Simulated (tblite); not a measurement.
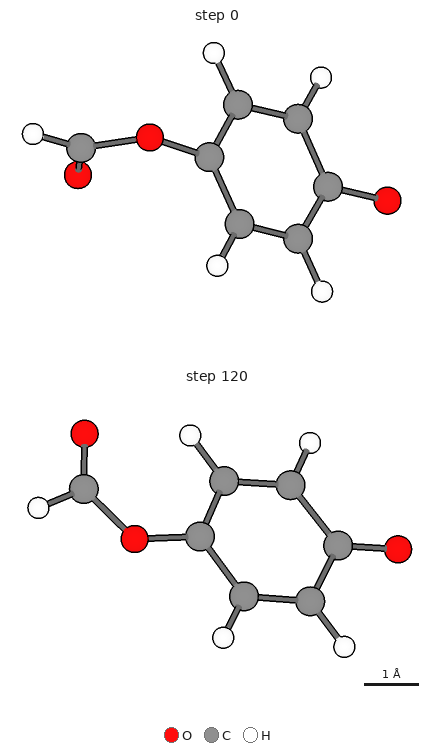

The structure of C7H5O3 (multiplicity 2) before (top) and after (bottom) a relaxation, at one scale.

The picture is a ball-and-stick view, seen at a tilt.

Theory: tblite, GFN2-xTB geometry optimisation, gas phase. 

### Describe what moved and what it gained.

Over 120 geometry steps the energy falls by 125.2 kJ/mol. An O atom moves most after the best rigid fit: 2.02 Å. Largest moves by element: O 2.02 Å, H 0.74 Å, C 0.48 Å. Near-neighbour distances that change, for instance: C–O 1.393 → 1.234 Å, C–O 1.278 → 1.193 Å, C–O 1.412 → 1.334 Å, C–C 1.391 → 1.455 Å. Bond angles that change, for instance: O–C–H 122.5° → 107.0°, O–C–O 116.9° → 128.6°, O–C–C 116.4° → 125.5°. Groups turn about C–O by about 90°. Cost: 0.62 s on 1 thread of Arm Neoverse V2, with other jobs on the host.
